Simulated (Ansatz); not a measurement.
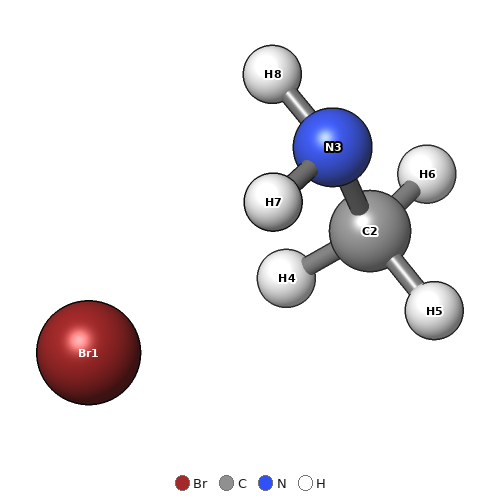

The system is the pair Br···CH₅N, charge −1; the picture shows the reference structure. 
- The turn is about an axis along (−0.39, −0.79, 0.47) in the frame of the relaxed pair, normal to the line between the partners.
- First axis: distance H7···Br1. Second axis: turn of Br1 about H7.
- Grid: 9 × 9 points. At 7 points there is no value (left out of the scan, as a rule where atoms come close).
- Points are written as (first, second).
- Energies: kcal/mol, counted from the ion and the molecule far apart, frozen as in the relaxed pair, each in its own basis (no counterpoise correction).
- Computed with RKS PBE0-D4/def2-TZVPD (Ansatz).

Its coordinates:

```yaml
atoms:
  - { symbol: Br, position_ang: [1.0496, -1.7704, -2.4312] }
  - { symbol: C, position_ang: [-0.5585, 0.6346, 0.2906] }
  - { symbol: N, position_ang: [0.6762, -0.0631, 0.6026] }
  - { symbol: H, position_ang: [-1.3047, 0.0243, -0.2396] }
  - { symbol: H, position_ang: [-0.3358, 1.4925, -0.3500] }
  - { symbol: H, position_ang: [-1.0177, 1.0244, 1.2068] }
  - { symbol: H, position_ang: [1.0277, -0.4788, -0.2672] }
  - { symbol: H, position_ang: [0.4631, -0.8632, 1.1879] }
```

Range: distance H7···Br1 from 2.117 to 3.517 Å; turn of Br1 about H7 from −90.0 to 90.0°.

**What landscape does the calculation give?**

The lowest grid point is at (2.472 Å, 0.0°), −9 kcal/mol from the ion and the molecule far apart, frozen as in the relaxed pair, each in its own basis (no counterpoise correction). No other kind of well shows on this grid. The highest grid point, (3.278 Å, −90.0°), lies 285 kcal/mol above the lowest. Round the minimum the two coordinates are weakly coupled (coupling 0.12 in units of the two stiffnesses). At the highest point the unbonded atoms Br1···H4 come to 1.15 Å, against 3.65 Å at the lowest; the sum of their van der Waals radii is about 3.1 Å.

```
turn of Br1 about H7 ↓, distance H7···Br1 →  2.117  2.193  2.318  2.472  2.648  2.842  3.053  3.278  3.517
                                       90.0     17     13      8      4      2      0      0     −1      0
                                       67.5      3      1     −1     −3     −4     −4     −4     −3     −3
                                       45.0     −3     −5     −6     −7     −7     −7     −6     −5     −4
                                       22.5     −6     −7     −8     −9     −9     −8     −7     −6     −5
                                        0.0     −6     −8     −9     −9     −9     −9     −8     −7     −6
                                      −22.5     −2     −4     −7     −8     −9     −9     −8     −7     −6
                                      −45.0     25     20     12      6      1     −3     −5     −6     −6
                                      −67.5    229    211    183    148    112     77     48     26     11
                                      −90.0      –      –      –      –      –      –      –    275    151
```

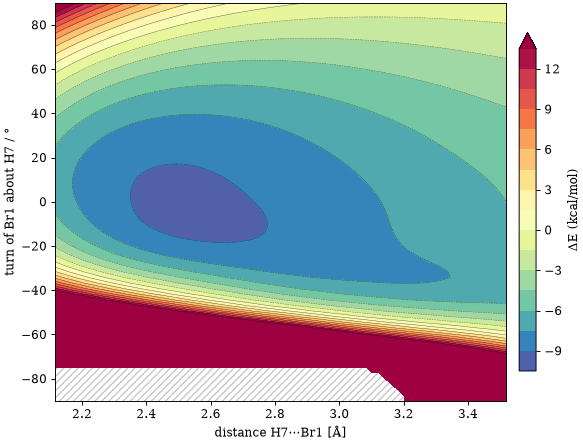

The picture shows filled contours, one colour for all values above the top of the scale, hatched blanks where no value was computed. Between grid points the surface is interpolated.

Each point was launched as `ansatz run input.yaml --threads 1 --pin off --max-ram 2560MiB --backend cpu --events-out ev --progress --plain --runs-dir out`. Time for the 74 points that were run: 14 min on 1 thread of Intel(R) Xeon(R) Processor @ 2.70GHz, with other jobs on the host.
